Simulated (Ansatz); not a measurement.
## Pressure series in SiS2

Start from SiS2 (space group I-42d, No. 122; a = 5.556 Å, c = 8.694 Å).

Cell and atoms are relaxed at each pressure.

Level of theory: DFT with r2SCAN, PAW potentials and a 500 eV plane-wave cutoff in Ansatz (a quantum-chemistry and plane-wave program), without spin-orbit coupling, earlier PAW set.

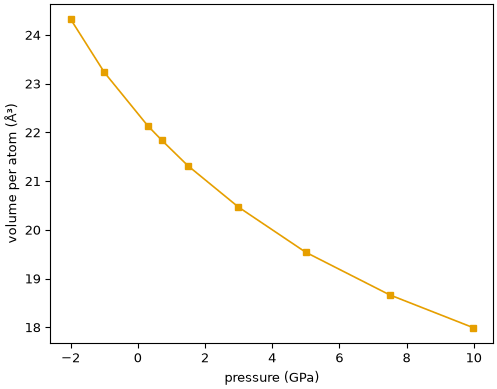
Figure: Volume against pressure

Estimate the zero-pressure bulk modulus from the plot.

About 28 GPa; a third-order Birch–Murnaghan fit to the points gives V₀ = 22.35 Å³/atom, B₀ = 28 GPa and B₀′ = 4.6.

Load acts through the strain it causes; cell and atoms are relaxed under it. Stability against distortions was not tested. Competing high-pressure phases were not computed.
